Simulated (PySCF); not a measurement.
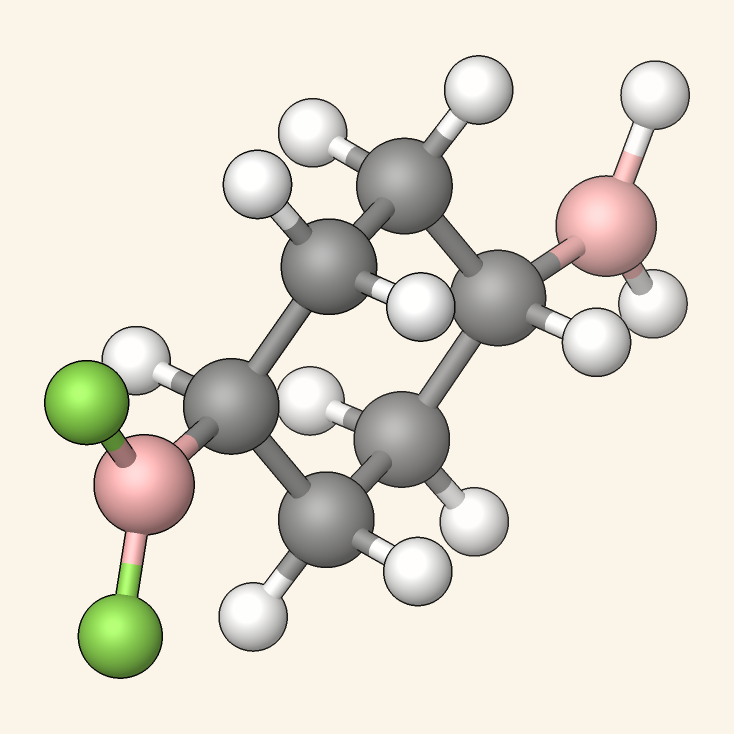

Ball-and-stick drawing of a structure. Colours: boron pink, carbon grey, fluorine green, hydrogen white.

Give the formula.

C6H12B2F2, 22 atoms: 6 carbon, 12 hydrogen, 2 boron and 2 fluorine.

What is its SMILES?

B[C@H]1CC[C@H](B(F)F)CC1

Name functional groups in it.

Among them: B–H bond.

Describe its rings.

Independent rings (smallest set): 1 of 6 members.

Count the bonded pairs by element.

10 C–H, 6 C–C, 2 C–B, 2 B–F, 2 B–H.

More results for the same structure follow; atom numbers are the same in all pictures, views and colours differ. Computed geometry: PBE0-D3(BJ)/def2-SVP optimisation. No frequency run is at hand to confirm it as a minimum.

## Geometry

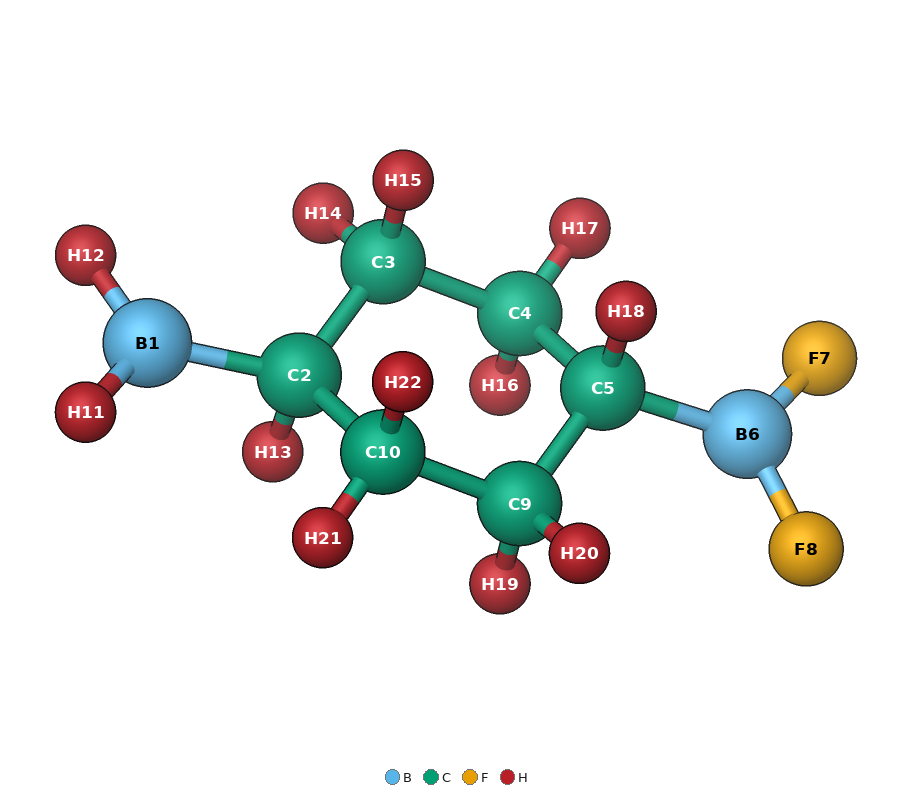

No frequency run is at hand to confirm it as a minimum.

Give these bond angles: C2–B1–H12, C2–C3–H14, C2–C10–C9, C2–C10–H21, C3–C2–C10, C4–C3–H15, C4–C5–H18, C5–C4–H16, C5–B6–F7, C5–C9–C10, F7–B6–F8, C10–C9–H20.

| angle | degrees |
| --- | --- |
| C2–B1–H12 | 120.5 |
| C2–C3–H14 | 110.2 |
| C2–C10–C9 | 112.5 |
| C2–C10–H21 | 110.2 |
| C3–C2–C10 | 111.8 |
| C4–C3–H15 | 108.8 |
| C4–C5–H18 | 106.9 |
| C5–C4–H16 | 109.0 |
| C5–B6–F7 | 121.6 |
| C5–C9–C10 | 111.8 |
| F7–B6–F8 | 115.9 |
| C10–C9–H20 | 110.6 |

## Bond orders

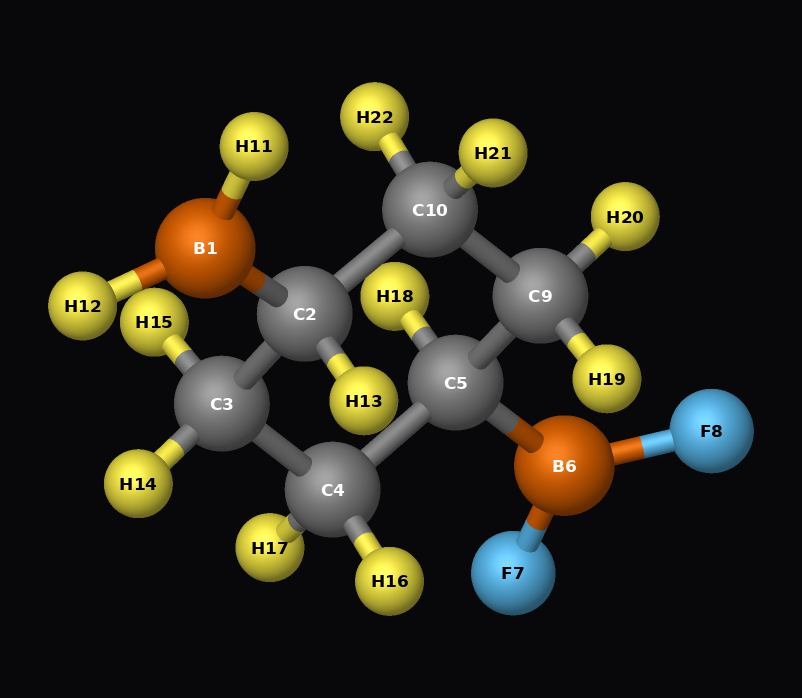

Every bond is drawn as one stick. No frequency run is at hand to confirm it as a minimum. Level of theory: PBE0/pcSseg-1 (PySCF 2.14.0).

List the Mayer bond orders of B1–C2, C2–C3, C2–C10, C3–C4, C4–C5, C5–B6, C5–C9, B6–F7, B6–F8, C9–C10 (bonds between heavy atoms, one of each equivalent set). Atoms whose distances differ by more than 0.02 Å in this geometry are listed apart.

```json
{"bond": "B1–C2", "Mayer order": "1.01", "length (Å)": "1.551"}
{"bond": "C2–C3", "Mayer order": "1.01", "length (Å)": "1.531"}
{"bond": "C2–C10", "Mayer order": "1.01", "length (Å)": "1.532"}
{"bond": "C3–C4", "Mayer order": "1.05", "length (Å)": "1.524"}
{"bond": "C4–C5", "Mayer order": "1.01", "length (Å)": "1.534"}
{"bond": "C5–B6", "Mayer order": "0.96", "length (Å)": "1.562"}
{"bond": "C5–C9", "Mayer order": "1.00", "length (Å)": "1.531"}
{"bond": "B6–F7", "Mayer order": "1.12", "length (Å)": "1.322"}
{"bond": "B6–F8", "Mayer order": "1.12", "length (Å)": "1.322"}
{"bond": "C9–C10", "Mayer order": "1.05", "length (Å)": "1.524"}
```

## Charges

The questions are on Mulliken charges. No frequency run is at hand to confirm it as a minimum. Method: PBE0/pcSseg-1, gas phase (PySCF 2.14.0).

Give the Mulliken charges atom by atom.

```
atom  value (e)
  B1       0.22
  C2      −0.51
  C3      −0.15
  C4      −0.17
  C5      −0.53
  B6       0.80
  F7      −0.29
  F8      −0.29
  C9      −0.16
 C10      −0.15
 H11      −0.01
 H12      −0.01
 H13       0.14
 H14       0.13
 H15       0.11
 H16       0.11
 H17       0.13
 H18       0.14
 H19       0.11
 H20       0.13
 H21       0.13
 H22       0.11
```

## Levels of theory compared

No frequency run is at hand to confirm it as a minimum. Program: PySCF 2.14.0.

Compare dipole (D), HOMO–LUMO gap (eV) at these levels: PBE/pcSseg-1; PBE0/def2-SVPD; PBE0/pcSseg-1; PBE0/pcSseg-1 in cyclohexane (IEF-PCM); PBE0/pcSseg-1 in dimethylsulfoxide (IEF-PCM).

```json
{"level": "PBE/pcSseg-1", "dipole (D)": "0.82", "HOMO–LUMO gap (eV)": "4.53"}
{"level": "PBE0/def2-SVPD", "dipole (D)": "1.09", "HOMO–LUMO gap (eV)": "6.84"}
{"level": "PBE0/pcSseg-1", "dipole (D)": "1.06", "HOMO–LUMO gap (eV)": "6.88"}
{"level": "PBE0/pcSseg-1 in cyclohexane (IEF-PCM)", "dipole (D)": "1.10", "HOMO–LUMO gap (eV)": "6.86"}
{"level": "PBE0/pcSseg-1 in dimethylsulfoxide (IEF-PCM)", "dipole (D)": "1.11", "HOMO–LUMO gap (eV)": "6.83"}
```

Mulliken values depend strongly on the basis set and can even reverse the polarity of a bond.
